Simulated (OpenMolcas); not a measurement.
# A workflow on doublet [SiH4]+

Aim: a single-point energy (ROHF/STO-3G), then the energy (CASSCF(3,3)/STO-3G), then the energy (CASPT2(3,3)/STO-3G), then a single-point energy (SC-NEVPT2(3,3)/STO-3G), then a single-point energy (MRCI(3,3)/STO-3G) of doublet [SiH4]+. 

The calculation is run with OpenMolcas 26.06.

1 further run of the same task is left out (set aside as unsound or not needed).

**1. The structure to begin with**

[SiH4]+: 5 atoms, total charge +1, spin state doublet. As SMILES of the parent species, `[SiH4]`. Geometry: relaxed at PBE0-D4/def2-TZVP. That shape belongs to the parent species and isn't relaxed for this state.

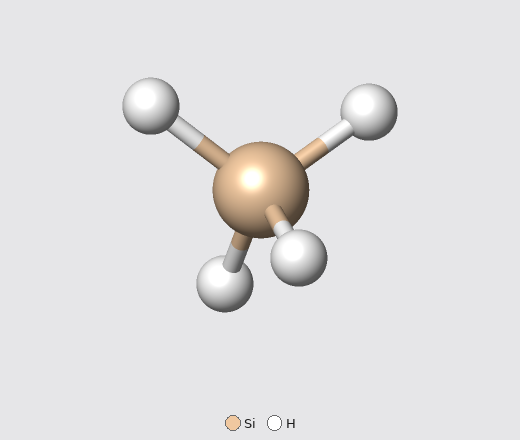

Viewed from a chosen angle; silicon light orange, hydrogen white.

**2. The energy at ROHF/STO-3G (run 1)**

File step1.inp:

```
* H4Si Hartree-Fock

&gateway
 baslib = $CurrDir
 coord
 5
 angstrom
 Si       0.000000       0.000000      -0.000100
 H        0.967600      -0.688400       0.890900
 H       -1.331000       0.044900       0.656000
 H       -0.105100      -0.740300      -1.282600
 H        0.468500       1.383800      -0.264200
 basis = STO-3G
 group = NoSym

&seward

&scf
 uhf
 charge = 1
 spin = 2
 scramble = 0.25
 prorbitals = 1 1

&rasscf
 fileorb = $Project.UnaOrb
 spin = 2
 nactel = 1 0 0
 inactive = 8
 ras2 = 1
 outorbitals = Canonical
 orblisting = Nothing
```

The basis set STO-3G is read from a file made from the Basis Set Exchange's data (not shown).

Started as:

```console
export MOLCAS_MEM=1860
pymolcas step1.inp > step1.log
```

The program printed:

```text
--- Start Module: gateway ---
[...]
--- Stop Module: gateway /rc=_RC_ALL_IS_WELL_ ---
[...]
      Basis functions           13
[...]
--- Start Module: scf ---
[...]
       Convergence after  33 Iterations
[...]
::    Total SCF energy                               -287.5165079065
[...]
      Total spin, S                                     0.5046451186
[...]
--- Stop Module: scf /rc=_RC_ALL_IS_WELL_ ---
--- Start Module: rasscf ---
[...]
      Number of active orbitals                  1
[...]
      Spin quantum number                      0.5
[...]
      Active orbitals                            1
[...]
      Number of CSFs                             1
[...]
      Number of root(s) required                 1
[...]
      Convergence after  8 iterations
[...]
      printout of CI-coefficients larger than  0.05 for root  1
      energy=    -287.514092
      conf/sym  1     Coeff  Weight
             1  u   1.00000 1.00000
      Natural orbitals and occupation numbers for root  1
      sym 1:   1.000000
      ************************************************************************************************************************
      *                                                    Final results                                                     *
[...]
::    RASSCF root number  1 Total energy:   -287.51409172
[...]
      Total electronic charge=   17.000000
      Total            charge=    1.000000
[...]
      Dipole Moment (debye):
      Origin of the operator (angstrom)=    0.0000   -0.0000   -0.0001
                   X= -1.5262E-01               Y= -1.0758E+00               Z= -1.8641E+00           Total=  2.1577E+00
      Center of Charge (angstrom)
[...]
--- Stop Module: rasscf /rc=_RC_ALL_IS_WELL_ ---
[...]
```

Wall time 2.2 s (1 thread of Arm Neoverse V2, shared host); peak memory 0.37 GiB.

**3. A single-point energy at CASSCF(3,3)/STO-3G (run 2)**

File step2.input:

```
* H4Si CASSCF

&GATEWAY
  BasLib=$CurrDir
  Coord
  5
  angstrom
  Si       0.000000       0.000000      -0.000100
  H        0.967600      -0.688400       0.890900
  H       -1.331000       0.044900       0.656000
  H       -0.105100      -0.740300      -1.282600
  H        0.468500       1.383800      -0.264200
  Basis=STO-3G
  Group=NoSym

&SEWARD

&RASSCF
  FileOrb=$CurrDir/step1.RasOrb
  Spin=2
  Nactel=3 0 0
  Inactive=7
  Ras2=3
  OrbListing=Nothing
  OrbAppear=Compact
```

The basis set STO-3G is read from a file made from the Basis Set Exchange's data (not shown).

Started as:

```console
export MOLCAS_MEM=1860
pymolcas step2.input > step2.log
```

The program printed:

```text
--- Start Module: gateway ---
[...]
--- Stop Module: gateway /rc=_RC_ALL_IS_WELL_ ---
--- Start Module: seward ---
[...]
      Basis functions           13
--- Stop Module: seward /rc=_RC_ALL_IS_WELL_ ---
--- Start Module: rasscf ---
[...]
      Number of active orbitals                  3
[...]
      Spin quantum number                      0.5
[...]
      Active orbitals                            3
[...]
      Number of CSFs                             8
[...]
      Number of root(s) required                 1
[...]
      Convergence after 20 iterations
[...]
      printout of CI-coefficients larger than  0.05 for root  1
      energy=    -287.532758
      conf/sym  111     Coeff  Weight
             1  2u0   0.99069 0.98146
             5  02u  -0.05882 0.00346
             8  0u2   0.10890 0.01186
      Natural orbitals and occupation numbers for root  1
      sym 1:   1.966203   1.002604   0.031193
      ************************************************************************************************************************
      *                                                    Final results                                                     *
[...]
::    RASSCF root number  1 Total energy:   -287.53275838
[...]
      Total electronic charge=   17.000000
      Total            charge=    1.000000
[...]
      Dipole Moment (debye):
      Origin of the operator (angstrom)=    0.0000   -0.0000   -0.0001
                   X= -4.6282E-02               Y= -1.1189E+00               Z= -1.7194E+00           Total=  2.0519E+00
      Center of Charge (angstrom)
[...]
--- Stop Module: rasscf /rc=_RC_ALL_IS_WELL_ ---
[...]
```

Wall time 1.6 s (1 thread of Arm Neoverse V2, shared host); peak memory 0.37 GiB.

**4. The energy at CASPT2(3,3)/STO-3G (run 3)**

File step3.inp:

```
>>> EXPORT MOLCAS_PRINT=2

&GATEWAY
  BasLib = $CurrDir
  Coord
  5
  angstrom
  Si       0.000000       0.000000      -0.000100
  H        0.967600      -0.688400       0.890900
  H       -1.331000       0.044900       0.656000
  H       -0.105100      -0.740300      -1.282600
  H        0.468500       1.383800      -0.264200
  Basis = STO-3G
  Group = NoSym

&SEWARD

&RASSCF
  FileOrb = $CurrDir/step2.RasOrb
  Spin = 2
  Nactel = 3 0 0
  Inactive = 7
  Ras2 = 3
  OrbListing = Nothing
  OrbAppear = Compact

&CASPT2
  Imaginary = 0.1
  Frozen = 5
```

The basis set STO-3G is read from a file made from the Basis Set Exchange's data (not shown).

Started as:

```console
export MOLCAS_MEM=1860
pymolcas step3.inp > step3.log
```

The program printed:

```text
--- Start Module: gateway ---
[...]
--- Stop Module: gateway /rc=_RC_ALL_IS_WELL_ ---
[...]
      Basis functions           13
[...]
--- Start Module: rasscf ---
[...]
      Number of active orbitals                  3
[...]
      Spin quantum number                      0.5
[...]
      Active orbitals                            3
[...]
      Number of CSFs                             8
[...]
      Number of root(s) required                 1
[...]
      Convergence after  4 iterations
[...]
      printout of CI-coefficients larger than  0.05 for root  1
      energy=    -287.532758
      conf/sym  111     Coeff  Weight
             1  2u0   0.99069 0.98146
             5  02u  -0.05883 0.00346
             8  0u2   0.10890 0.01186
      Natural orbitals and occupation numbers for root  1
      sym 1:   1.966201   1.002604   0.031195
      ************************************************************************************************************************
      *                                                    Final results                                                     *
[...]
::    RASSCF root number  1 Total energy:   -287.53275839
[...]
      Total electronic charge=   17.000000
      Total            charge=    1.000000
[...]
      Dipole Moment (debye):
      Origin of the operator (angstrom)=    0.0000   -0.0000   -0.0001
                   X= -4.6271E-02               Y= -1.1190E+00               Z= -1.7193E+00           Total=  2.0519E+00
      Center of Charge (angstrom)
[...]
--- Stop Module: rasscf /rc=_RC_ALL_IS_WELL_ ---
--- Start Module: caspt2 ---
[...]
 ###    WARNING: User changed nr of frozen orbitals.                         ###
 ###############################################################################
[...]
      E2 (Variational):          -0.0311934490
      Total energy:            -287.5639518355
[...]
      Reference weight:           0.98322
[...]
::    CASPT2 Root  1     Total energy:   -287.56395184
[...]
--- Stop Module: caspt2 /rc=_RC_ALL_IS_WELL_ ---
[...]
```

Wall time 1.4 s (1 thread of Arm Neoverse V2, shared host); peak memory 0.37 GiB.

**5. A single-point energy at SC-NEVPT2(3,3)/STO-3G (run 4)**

File step4.inp:

```
&GATEWAY
BasLib=$CurrDir
Coord
5
angstrom
Si       0.000000       0.000000      -0.000100
H        0.967600      -0.688400       0.890900
H       -1.331000       0.044900       0.656000
H       -0.105100      -0.740300      -1.282600
H        0.468500       1.383800      -0.264200
Basis=STO-3G
Group=NoSym
&SEWARD
&RASSCF
FileOrb=$CurrDir/step2.RasOrb
Spin=2
Nactel=3 0 0
Inactive=7
Ras2=3
OrbListing=Nothing
OrbAppear=Compact
&CASPT2
SC-NEVPT2
Frozen=5
```

The basis set STO-3G is read from a file made from the Basis Set Exchange's data (not shown).

Started as:

```console
export MOLCAS_MEM=1860
pymolcas step4.inp > step4.log
```

The program printed:

```text
--- Start Module: gateway ---
[...]
--- Stop Module: gateway /rc=_RC_ALL_IS_WELL_ ---
[...]
      Basis functions           13
[...]
--- Start Module: rasscf ---
[...]
      Number of active orbitals                  3
[...]
      Spin quantum number                      0.5
[...]
      Active orbitals                            3
[...]
      Number of CSFs                             8
[...]
      Number of root(s) required                 1
[...]
      Convergence after  4 iterations
[...]
      printout of CI-coefficients larger than  0.05 for root  1
      energy=    -287.532758
      conf/sym  111     Coeff  Weight
             1  2u0   0.99069 0.98146
             5  02u  -0.05883 0.00346
             8  0u2   0.10890 0.01186
      Natural orbitals and occupation numbers for root  1
      sym 1:   1.966201   1.002604   0.031195
      ************************************************************************************************************************
      *                                                    Final results                                                     *
[...]
::    RASSCF root number  1 Total energy:   -287.53275839
[...]
      Total electronic charge=   17.000000
      Total            charge=    1.000000
[...]
      Dipole Moment (debye):
      Origin of the operator (angstrom)=    0.0000   -0.0000   -0.0001
                   X= -4.6271E-02               Y= -1.1190E+00               Z= -1.7193E+00           Total=  2.0519E+00
      Center of Charge (angstrom)
[...]
--- Stop Module: rasscf /rc=_RC_ALL_IS_WELL_ ---
--- Start Module: caspt2 ---
[...]
 ###    WARNING: User changed nr of frozen orbitals.                         ###
 ###############################################################################
[...]
      E2 (Variational):          -0.0312189908
[...]
      E2 (Variational):          -0.0308853400
      Total energy:            -287.5636437265
[...]
      Reference weight:           0.98337
[...]
::    SC-NEVPT2 Root  1     Total energy:   -287.56364373
[...]
--- Stop Module: caspt2 /rc=_RC_ALL_IS_WELL_ ---
[...]
```

Wall time 1.4 s (1 thread of Arm Neoverse V2, shared host); peak memory 0.37 GiB.

**6. A single-point energy at MRCI(3,3)/STO-3G (run 5)**

File step5.input:

```
&GATEWAY
  BasLib=$CurrDir
  Coord
  5
  angstrom
  Si       0.000000       0.000000      -0.000100
  H        0.967600      -0.688400       0.890900
  H       -1.331000       0.044900       0.656000
  H       -0.105100      -0.740300      -1.282600
  H        0.468500       1.383800      -0.264200
  Basis=STO-3G
  Group=NoSym

&SEWARD

&RASSCF
  FileOrb=$CurrDir/step2.RasOrb
  Spin=2
  Nactel=3 0 0
  Inactive=7
  Ras2=3
  OrbListing=Nothing
  OrbAppear=Compact

&MOTRA
  LumOrb
  Frozen=5

&GUGA
  Electrons=7
  Spin=2
  Inactive=2
  Active=3
  CIAll=1

&MRCI
  SDCI
```

The basis set STO-3G is read from a file made from the Basis Set Exchange's data (not shown).

Started as:

```console
export MOLCAS_MEM=1860
pymolcas step5.input > step5.log
```

The program printed:

```text
--- Start Module: gateway ---
[...]
--- Stop Module: gateway /rc=_RC_ALL_IS_WELL_ ---
[...]
      Basis functions           13
[...]
      Number of active orbitals                  3
[...]
      Spin quantum number                      0.5
[...]
      Active orbitals                            3
[...]
      Number of CSFs                             8
[...]
      Number of root(s) required                 1
[...]
      Convergence after  4 iterations
[...]
      printout of CI-coefficients larger than  0.05 for root  1
      energy=    -287.532758
      conf/sym  111     Coeff  Weight
             1  2u0   0.99069 0.98146
             5  02u  -0.05883 0.00346
             8  0u2   0.10890 0.01186
      Natural orbitals and occupation numbers for root  1
      sym 1:   1.966201   1.002604   0.031195
      ************************************************************************************************************************
      *                                                    Final results                                                     *
[...]
::    RASSCF root number  1 Total energy:   -287.53275839
[...]
      Dipole Moment (debye):
      Origin of the operator (angstrom)=    0.0000   -0.0000   -0.0001
                   X= -4.6271E-02               Y= -1.1190E+00               Z= -1.7193E+00           Total=  2.0519E+00
      Center of Charge (angstrom)
[...]
      *** WARNING: Default frozen orbitals is overwritten by user input.
      *** Default values:   2
[...]
--- Start Module: guga ---
[...]
--- Stop Module: guga /rc=_RC_ALL_IS_WELL_ ---
--- Start Module: mrci ---
[...]
       (But an ACPF correction will be computed)
       USE THE DEFAULT ACPF G-VALUE GFAC=  0.28571428571428570
[...]
                      CI ENERGY:  -287.58088884
[...]
                ACPF CORRECTION:    -0.00149449
[...]
      Total electronic charge=   17.000000
      Total            charge=    1.000000
[...]
     ACPF CORRECTION:     -0.00149449
[...]
  CI State   1     Total energy:   -287.58088884     QDav:     -0.00211859     QACPF:     -0.00149449
[...]
--- Stop Module: mrci /rc=_RC_ALL_IS_WELL_ ---
[...]
```

It took 1.5 s on 1 thread of Arm Neoverse V2, shared host; peak memory 0.37 GiB.

**7. What came out**

| quantity | value |
| --- | --- |
| run 1, ROHF/STO-3G: total energy | -287.51409 Eh |
| run 2, CASSCF(3,3)/STO-3G | no result (a known fault or a wrong state: its values are left out) |
| run 3, CASPT2(3,3)/STO-3G | no result (a known fault or a wrong state: its values are left out) |
| run 4, SC-NEVPT2(3,3)/STO-3G | no result (a known fault or a wrong state: its values are left out) |
| run 5, MRCI(3,3)/STO-3G | no result (a known fault or a wrong state: its values are left out) |

**Reading.** 4 of the 5 runs ended normally but are set aside, since settings or state are in doubt.
